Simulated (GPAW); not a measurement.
TiO2 (Rutile, P4_2/mnm), O K edge of atom 3, with 2 Ti at 1.95 Å and 1 Ti at 1.98 Å (distorted trigonal planar, site symmetry m2m). Method: GPAW, LDA, full core hole (charged cell), 12-atom cell with 5.5 Å between holes, 6×6×6 k points, dipole transitions, Gaussian full width 0.9 eV up to 4 eV, rising linearly to 3.5 eV at 25 eV.

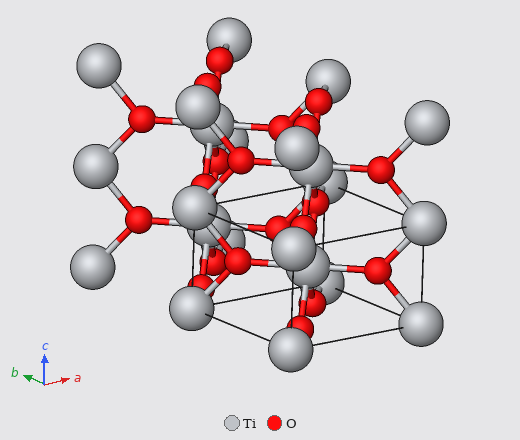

The structure (titanium light grey, oxygen red). 1×2×2 cells are drawn. Some periodic images of atoms are drawn too.

```xyz
6
Lattice="4.5922 0.0000 0.0000 0.0000 4.5922 0.0000 0.0000 0.0000 2.9574" Properties=species:S:1:pos:R:3 pbc="T T T"
Ti    2.2961    2.2961    1.4787
Ti    0.0000    0.0000    0.0000
O     3.6965    0.8957    1.4787
O     3.1918    3.1918    0.0000
O     0.8957    3.6965    1.4787
O     1.4004    1.4004    0.0000
```

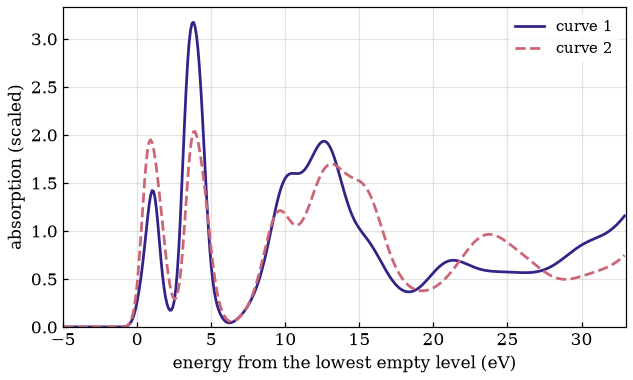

Energy from the lowest empty level; a common scale on which the isotropic spectrum has a mean of 1 over the first 20 eV.

Question: The curves are for the electric vector along different Cartesian axes of the cell as given, averaged over the symmetry-equivalent atoms. Which is which?

Curve 1: along z (c), main maxima 1.0 eV (1.42), 3.8 eV (3.17) and 12.6 eV (1.93). Curve 2: along x (⊥ c) (the other in-plane axis gives the same curve within 3 %), main maxima 0.9 eV (1.95), 3.9 eV (2.04) and 13.1 eV (1.70). A K edge sees empty p states; the first features are O p mixed into the empty d states of the Ti neighbours, and the broad ones above probably into the cations' higher empty bands. Ti is d⁰ and octahedral here, so the pair, 2.9 eV apart, is its t₂g and e_g bands. Each direction probes the empty orbitals that point along it. The holes are only 5.5 Å apart, so the shape is probably not converged with cell size; no larger cell was run here. The mesh is coarse (0.24 Å⁻¹ between points), so small maxima may be mesh ripples.

[Banner, clock and machine lines of the logs are left out without a mark of their own.]

[Logs are printed without paths, hosts, clocks, repeated set-up lines and the standing remarks that a program may print on its own settings, such as how far it seeks lower states.]

[Hosts, paths, dates, database ids (printed as entryN), source tags and the programs' standing remarks are cut or masked in the printed files.]

[Lists of maxima count a maximum above −3 eV only where it reaches 4 % of the highest in the window and stands out from its surroundings by 2 % of it (1.5 % where it reaches 55 %); shoulders and weaker maxima are passed over, and of the rest the first, up to two pre-edge ones and the few strongest are named.]
